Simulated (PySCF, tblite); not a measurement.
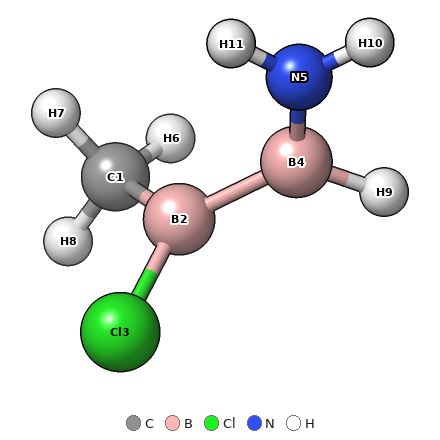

CH₆B₂ClN, SMILES CB(Cl)BN. Vertical core-electron binding energies by ΔSCF (SCAN, pcX-2 on the ionised atom, pcseg-1 elsewhere, spin-free X2C; PySCF 2.14.0, at a GFN2-xTB geometry (a minimum by its frequencies)), gas phase, against the vacuum level. One atom of each kind was ionised; within a panel, areas follow the number of like atoms and 2j + 1 (2p levels are split by first-order spin-orbit coupling, an approximation), each panel is scaled alone, Gaussians of 0.6 eV full width. Only the regions named are shown.

### Predict the Cl 2p and B 1s photoelectron lines.

| level | atoms | binding energy (eV) |
| --- | --- | --- |
| Cl 2p1/2 | Cl3 | 207.5 |
| Cl 2p3/2 | Cl3 | 205.9 |
| B 1s | B2 | 196.3 |
| B 1s | B4 | 195.2 |

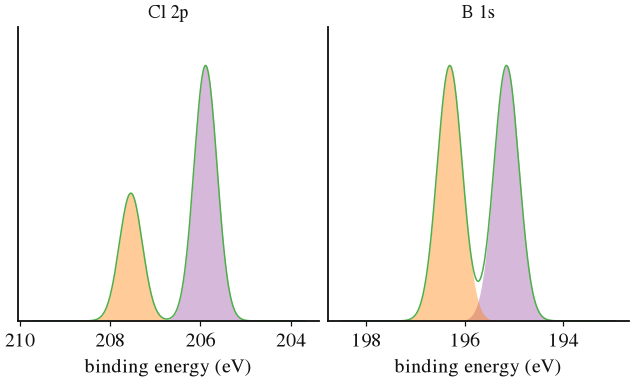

Note: one conformer of a flexible molecule; the tight-binding geometry is rougher than a DFT one and adds to the error.
